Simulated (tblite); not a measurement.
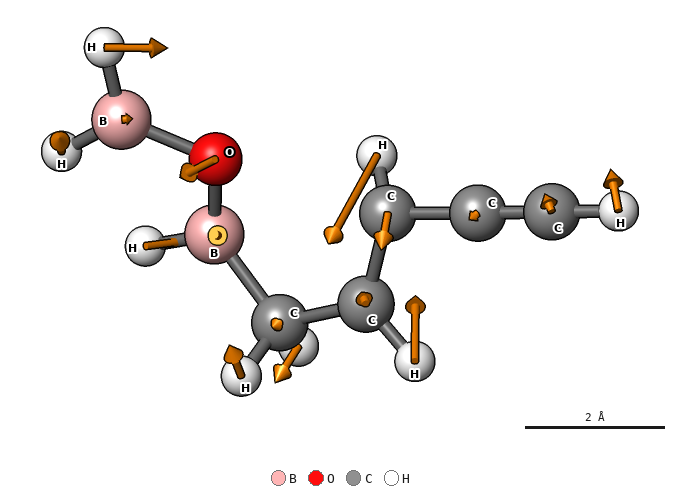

A relaxation of C5H8B2O (charge +1, multiplicity 2). The starting structure is drawn; orange arrows show the displacements, at their true length. The two geometries are superimposed by the best rigid fit.

The picture is a ball-and-stick view, seen at a tilt.

These are results of GFN2-xTB geometry optimisation, gas phase in tblite 0.8.0, not measurements. 

> Atoms of which element are displaced furthest, and by how much?

Hydrogen: up to 2.33 Å, against 0.94 Å for oxygen.

> What happened in the run?

The largest move after the best rigid fit is that of an H atom, 2.33 Å. Largest moves by element: H 2.33 Å, O 0.94 Å, C 0.68 Å, B 0.49 Å. Among the contacts that change: B–O 1.449 → 1.270 Å, B–O 1.480 → 1.309 Å, C–C 1.473 → 1.373 Å, B–C 1.598 → 1.694 Å. Bond angles that change, for instance: B–O–B 106.8° → 178.4°, C–C–C 111.9° → 122.7°, B–C–C 113.2° → 102.5°. Groups turn about C–C by about 95°, B–C by about 75°. The energy falls by 2.867 eV in 111 geometry steps. Cost: 0.91 s on 1 thread of Intel(R) Xeon(R) Processor @ 2.70GHz (shared host).
